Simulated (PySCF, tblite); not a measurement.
**C5H5BF2: geometry, infrared bands and NMR shifts**

Aim: predict the infrared bands and NMR shifts of C5H5BF2 (`C#C[C@@]1(BF)C[C@H]1F`).

Computed with tblite 0.8.0 and PySCF 2.14.0, with density-fitted response routines of our own, on a single molecule in the gas phase. Atoms are numbered from 0 throughout.

### 1 Starting geometry

13 atoms, charge 0, multiplicity 1; geometry from: force field or distance geometry start.

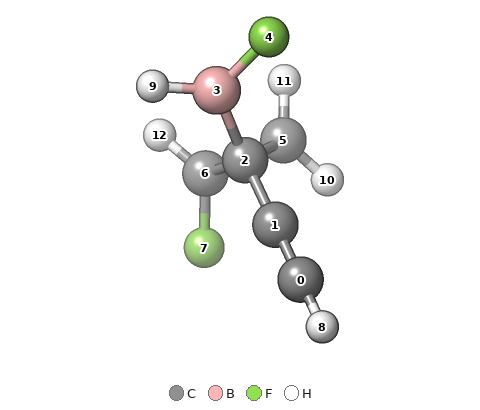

The starting geometry (carbon grey, boron pink, fluorine green, hydrogen white), atoms numbered.

### 2 Relaxing the molecule with GFN2-xTB

What the job is given:

```
{"job": {"kind": "relax", "xc": "GFN2-xTB", "basis": "xTB"}, "charge": 0, "multiplicity": 1}
C      2.484900    -0.526900     0.732600
C      1.363100    -0.183800     0.388000
C      0.026700     0.217800    -0.008300
B     -0.232700     1.743600    -0.445000
F      0.092900     2.174000    -1.765800
C     -0.761300    -0.833300    -0.798400
C     -1.144400    -0.510200     0.637500
F     -0.782100    -1.511400     1.532300
H      3.454000    -0.822000     1.029200
H     -0.629500     2.513800     0.364000
H     -0.262600    -1.822100    -0.917000
H     -1.494700    -0.459200    -1.538600
H     -2.118600     0.020000     0.771700
```

Run with:

```bash
$ OMP_NUM_THREADS=1 python probes_run.py task.json out
```

One launch serves the whole session: the jobs run in the order shown.

**Question.** This job is followed by: GFN2-xTB harmonic vibrations, gas phase; GIAO PBE0/pcSseg-1 NMR shielding, non-relativistic, gas phase. What will the session give for the following? strongest single infrared mode (GFN2-xTB); zero-point energy (GFN2-xTB); ¹³C shifts against TMS (PBE0/pcSseg-1); ¹H shifts against TMS (PBE0/pcSseg-1); ¹¹B shifts against BF3·OEt2 (PBE0/pcSseg-1); ¹⁹F shifts against CFCl3 (PBE0/pcSseg-1).

As calculated:

```
                                   quantity                             value
  strongest single infrared mode (GFN2-xTB)             1302 cm⁻¹, 271 km/mol
               zero-point energy (GFN2-xTB)                     53.8 kcal/mol
     ¹³C shifts against TMS (PBE0/pcSseg-1)  87.4, 81.4, 72.4, 26.4, 16.8 ppm
      ¹H shifts against TMS (PBE0/pcSseg-1)  5.67, 4.78, 1.54, 1.41, 1.25 ppm
¹¹B shifts against BF3·OEt2 (PBE0/pcSseg-1)                          52.3 ppm
   ¹⁹F shifts against CFCl3 (PBE0/pcSseg-1)                 -26.9, -227.4 ppm
```

In words: Relaxing lowered the energy by 0.749 eV in 114 steps; the close pair that moved most is B3–F4, from 1.427 to 1.320 Å. All 33 modes are real, so the xTB geometry is a minimum. The strongest single mode, at 1302 cm⁻¹, moves mainly B3 and C2. GFN2-xTB is a fitted tight-binding method: band positions and strengths are rough. Its intensities can rank the bands wrongly. At PBE0/pcSseg-1: Shielding is most anisotropic at F4 (span 483 ppm, paramagnetic term -270 ppm).
